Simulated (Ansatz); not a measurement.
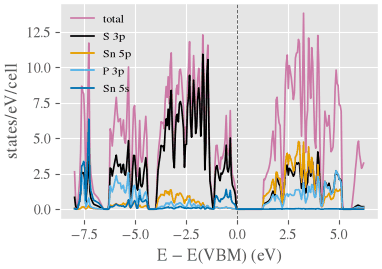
Figure: Total and projected density of states of SnPS3 in space group R-3 (No. 148; Sn on 6c, P on 6c, S on 18f), LDA in the plane-wave PAW code Ansatz

Task: Which orbitals carry the states next to the gap?

Result: Top 1 eV of the valence band: S 3p 70 %, Sn 5s 20 %. Bottom 1 eV of the conduction band: Sn 5p 37 %, S 3p 26 %, P 3p 15 %, S 3s 6 %, P 3s 5 %, outside the projected shells 10 %. Projections are on Löwdin-orthogonalised atomic valence shells; empty p or d shells of many metals are not among them.

Task: Where is the tallest occupied peak in this window, and what makes it?

Result: Near -1.7 eV, about 12 states/eV per cell; the largest projected share is S 3p.

The workflow started from a Materials Project entry (that database holds measured and hypothetical structures alike); the Crystallography Open Database copy checked does not list it. COD files the formula under space group No. 7, 14, so this cell is another polymorph or a model. Its standing as an ambient phase is unchecked. The LDA relaxation kept the symmetry of its start; whether a distortion lowers the energy is not shown. A crystal of weakly bound layers computed without a dispersion correction: the cell and the soft elastic constants depend strongly on that. Scalar-relativistic: spin–orbit coupling is off unless named, which matters more the heavier the elements.

Potentials: the later of the program's two PAW sets.
